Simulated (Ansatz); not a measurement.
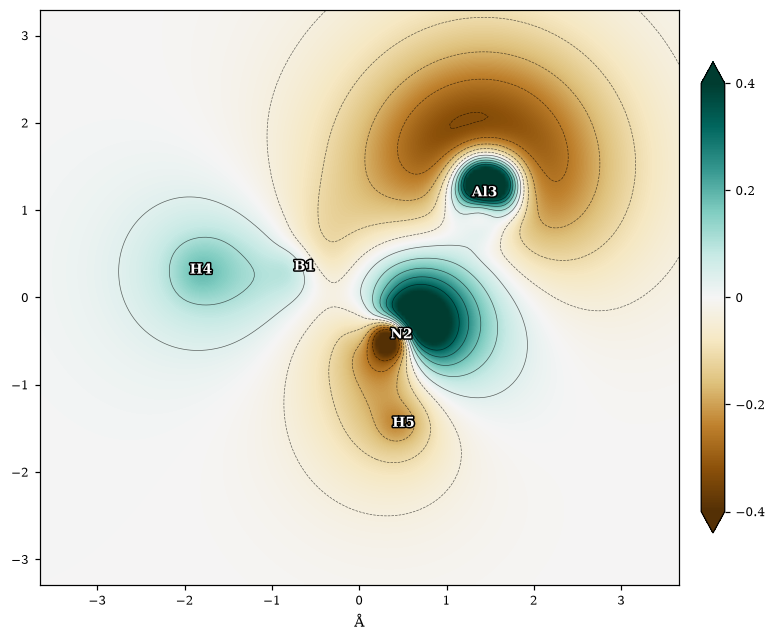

The picture shows: AlBH2N (doublet). The HOMO (β) on the molecular plane (values in Å⁻³ᐟ²; the overall sign is arbitrary).

Geometry: PBE0-D4/def2-TZVP.

Computed with Ansatz, UKS PBE0-D4/def2-TZVPP.

```json
{"atom": "B", "x (Å)": "-0.5412", "y (Å)": "-0.4416", "z (Å)": "-0.1582"}
{"atom": "N", "x (Å)": "0.4147", "y (Å)": "0.4913", "z (Å)": "0.0823"}
{"atom": "Al", "x (Å)": "1.3573", "y (Å)": "-0.9165", "z (Å)": "0.9130"}
{"atom": "H", "x (Å)": "-1.6101", "y (Å)": "-0.6024", "z (Å)": "-0.6521"}
{"atom": "H", "x (Å)": "0.3792", "y (Å)": "1.4691", "z (Å)": "-0.1849"}
```

### Where does this orbital lie, and at what energy?

Its weight (Hirshfeld) is mainly on Al3 (about 80 %), N2 (about 10 %) and B1 (about 5 %); it is symmetric in the molecular plane (an in-plane orbital: σ, lone-pair or in-plane π type). Its energy is −6.28 eV.
